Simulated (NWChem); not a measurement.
**C3O2 (SMILES O=C=C=C=O): levels of theory compared**

Aim: a comparison of 6 runs (HF/STO-3G, HF/6-31G**, TPSS/STO-3G, B3LYP/6-31G*, CCSD(T)/aug-cc-pVDZ) of C3O2. 

Program for the calculation: NWChem 7.3.0.

1 further run of the same task is left out (set aside as unsound or not needed).

### Step 1. The molecule

The species is C3O2 (5 atoms), meant as a singlet with charge 0. As SMILES, `O=C=C=C=O`. The shape is that of a PBE0-D4/def2-TZVP optimisation.

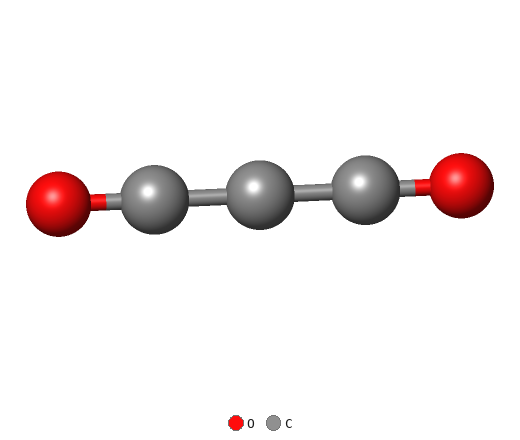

Viewed from a chosen angle; oxygen red, carbon grey.

### Step 2. Energy and forces at HF/STO-3G (run 1)

The input, run.nw:

```
start run
memory 2200 mb

geometry noautosym nocenter noautoz
O     0.309400   -2.066800    1.252900
C     0.166300   -1.090000    0.652600
C     0.008600   -0.014800   -0.008100
C    -0.146600    1.060500   -0.669200
O    -0.287900    2.037500   -1.269700
end

basis "ao basis" spherical bse
* library STO-3G
end

scf
thresh 1e-08
maxiter 80
end

task scf gradient
```

Run with:

```sh
$ nwchem run.nw > run.out
```

The log of the run:

```text
[...]
  functions       =    25
[...]
  wavefunction    = RHF
[...]
         Total SCF energy =   -259.766804195907
      One-electron energy =   -599.673892088085
      Two-electron energy =    216.851956168388
 Nuclear repulsion energy =    123.055131723790
        Time for solution =      0.4s
[...]
                         RHF ENERGY GRADIENTS
    atom               coordinates                        gradient
                 x          y          z           x          y          z
   1 O       0.584681  -3.905686   2.367638   -0.008023   0.054809  -0.033682
   2 C       0.314261  -2.059801   1.233235    0.010792  -0.073537   0.045186
   3 C       0.016252  -0.027968  -0.015307   -0.000098   0.000011   0.000014
   4 C      -0.277034   2.004054  -1.264605   -0.010578   0.073413  -0.045146
   5 O      -0.544052   3.850317  -2.399385    0.007907  -0.054696   0.033627
[...]
```

It took 1.1 s on 1 thread of Intel Xeon 6975P-C (Granite Rapids), shared host; peak memory 0.094 GiB.

### Step 3. Energy and gradient at HF/6-31G(d,p) (spherical functions) (run 2)

The input, c3o2.xyz:

```xyz
5

O      0.309400    -2.066800     1.252900
C      0.166300    -1.090000     0.652600
C      0.008600    -0.014800    -0.008100
C     -0.146600     1.060500    -0.669200
O     -0.287900     2.037500    -1.269700
```

The input, c3o2.nw:

```
start c3o2
memory stack 880 mb heap 220 mb global 1100 mb

geometry units angstroms noautosym nocenter noautoz
  load c3o2.xyz
end

basis spherical bse
  * library 6-31G**
end

scf
  thresh 1e-08
  maxiter 80
end

task scf gradient
```

Run with:

```sh
$ nwchem c3o2.nw > c3o2.out
```

The log of the run:

```text
[...]
  functions       =    70
[...]
  wavefunction    = RHF
[...]
         Total SCF energy =   -263.277027181821
      One-electron energy =   -601.810128321957
      Two-electron energy =    215.477969416345
 Nuclear repulsion energy =    123.055131723790
        Time for solution =      4.0s
[...]
                         RHF ENERGY GRADIENTS
    atom               coordinates                        gradient
                 x          y          z           x          y          z
   1 O       0.584681  -3.905686   2.367638    0.004466  -0.030454   0.018718
   2 C       0.314261  -2.059801   1.233235   -0.003394   0.023158  -0.014236
   3 C       0.016252  -0.027968  -0.015307   -0.000033   0.000009   0.000008
   4 C      -0.277034   2.004054  -1.264605    0.003384  -0.023263   0.014277
   5 O      -0.544052   3.850317  -2.399385   -0.004424   0.030551  -0.018767
[...]
```

Wall time 5.7 s (1 thread of Intel Xeon 6975P-C (Granite Rapids), shared host); peak memory 0.1 GiB.

Runs 3 to 5 aren't shown in full; the table further down has their settings and results.

### Step 4. A single-point energy at CCSD(T)/aug-cc-pVDZ (run 6)

The input, a.nw:

```
start a
memory stack 880 mb heap 220 mb global 1100 mb

geometry noautosym nocenter noautoz
O     0.309400   -2.066800    1.252900
C     0.166300   -1.090000    0.652600
C     0.008600   -0.014800   -0.008100
C    -0.146600    1.060500   -0.669200
O    -0.287900    2.037500   -1.269700
end

basis spherical bse
O library aug-cc-pVDZ
C library aug-cc-pVDZ
end

scf
thresh 1e-08
maxiter 80
print medium
end

ccsd
freeze core 5
maxiter 60
end

task ccsd(t) energy
```

Run with:

```sh
$ nwchem a.nw > a.out
```

The log of the run:

```text
[...]
  functions       =   115
[...]
  wavefunction    = RHF
[...]
         Total SCF energy =   -263.313833004889
      One-electron energy =   -601.652131777194
      Two-electron energy =    215.283167048515
 Nuclear repulsion energy =    123.055131723790
        Time for solution =     25.9s
[...]
 Total MP2 energy:           -264.075020211746391
[...]
             energy      energy      error      ampl     ampl      Block
                                                time     time      time
[...]
 Total CCSD energy:           -264.064857269197887
[...]
 Total CCSD+T(CCSD) energy:           -264.108597658934002
[...]
 Total CCSD(T) energy:                -264.104861342774996
[...]
```

Run time: 4.4 min. Hardware: 1 thread of Intel Xeon 6975P-C (Granite Rapids), shared host; peak memory 0.46 GiB.

### Step 5. The series

```csv
run,level,iteration cap,module,energy (Eh),dipole moment (D),HOMO energy (eV),LUMO energy (eV),wall time
1,HF/STO-3G,80,scf,-259.766804,0.00,-7.60,5.50,1.1 s
2,HF/6-31G** (spherical functions),80,scf,-263.277027,0.00,-10.95,2.22,5.7 s
3,TPSS/STO-3G,100,dft,-261.273720,0.00,-4.29,0.48,5.4 s
4,B3LYP/6-31G* (spherical functions),100,dft,-264.714026,0.00,-7.84,-1.65,12 s
5,B3LYP/6-31G* (Cartesian functions),100,dft,-264.718966,0.00,-7.85,-1.66,13 s
6,CCSD(T)/aug-cc-pVDZ,80,ccsd(t),-264.104861,–,-11.13,1.54,4.4 min
```

### Step 6. Outcome

| quantity | value |
| --- | --- |
| run 6: total energy | -264.10486 Eh |
| run 6: HOMO energy (Hartree–Fock orbitals) | -11.13 eV |
| run 6: LUMO energy (Hartree–Fock orbitals) | 1.54 eV |
| run 6: HOMO–LUMO gap (Hartree–Fock orbitals) | 12.67 eV |
| run 6: correlation energy (5 core orbitals frozen) | -791.0 mEh |
| run 6: (T) correction | -40.00 mEh |

In words: Over runs 1, 2, 3, 4, 5 the HOMO–LUMO gap runs from 4.78 eV (TPSS/STO-3G) to 13.17 eV (HF/6-31G**). The two ends differ in method and basis. Totals of different functionals can't be ranked against each other. In runs 1, 3 the basis is minimal, so the values are rough. All runs together took 5 min, the longest 4.4 min.
